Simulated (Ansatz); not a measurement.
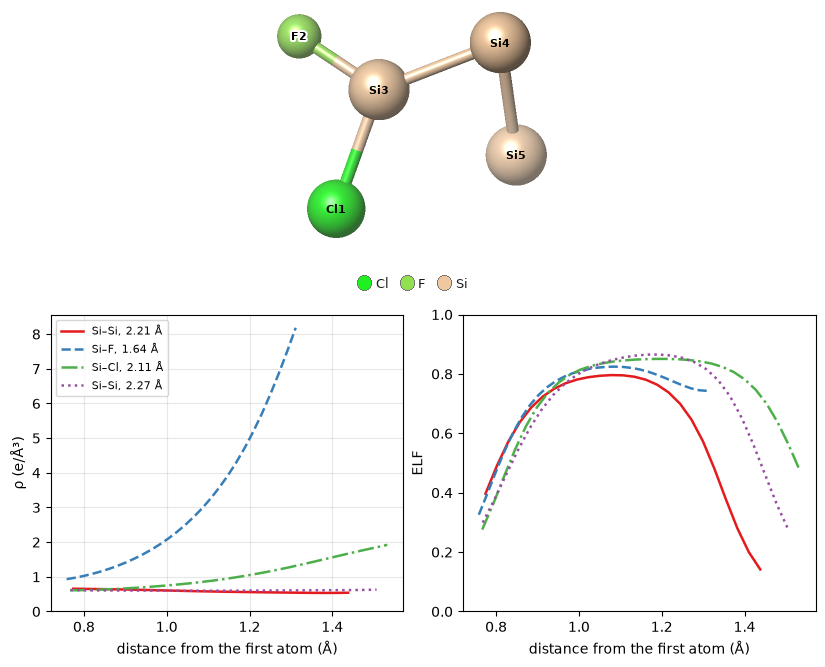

Figure 1: ClFSi₃. Electron density and ELF along straight lines between neighbouring atoms. The curves leave out the atomic cores. The structure is drawn too.

Geometry: BLYP-D3(BJ)/def2-SVP.

All numbers below come from isolated molecule in a Gaussian basis; Kohn-Sham density functional theory, functional PBE0 in Ansatz 0.2.0.

Input file:

```
crystal:
  periodic: [false, false, false]
  atoms:
    - {symbol: Cl, position_ang: [-0.076571, -0.581140, -0.886814]}
    - {symbol: F, position_ang: [-0.359471, 1.371607, 1.288179]}
    - {symbol: Si, position_ang: [-1.395243, 0.539054, 0.328097]}
    - {symbol: Si, position_ang: [-3.604155, 0.550773, 0.451332]}
    - {symbol: Si, position_ang: [-2.952407, -1.586217, 0.024990]}
basis:
  gaussian:
    orbitals: def2-TZVPD
hamiltonian:
  xc: {name: PBE0}
output:
  forces: true
  orbitals: {seedname: orbitals}
```

Command:

```sh
ansatz run input.yaml --threads 1 --pin off --max-ram 2610MiB --events-out events.jsonl --progress --plain --runs-dir runs
```

> Compare the contacts.

Si–Si (2.21 Å): the density is about 0.58 e/Å³ at the midpoint; the ELF peaks at about 0.80 between the atoms, as expected for a covalent bond.
Si–F (1.64 Å): the density is about 1.1 e/Å³ at the midpoint; the ELF peaks at about 0.80 in the valence shell of F, 0.6 Å from its nucleus, and is about 0.55 at the midpoint.
Si–Cl (2.11 Å): the density is about 0.82 e/Å³ at the midpoint; the ELF peaks at about 0.85 between the atoms: a shared but strongly polarised pair.
Si–Si (2.27 Å): ρ at the midpoint is about 0.6 e/Å³; the ELF peaks at about 0.85 between the atoms; a shared electron pair.
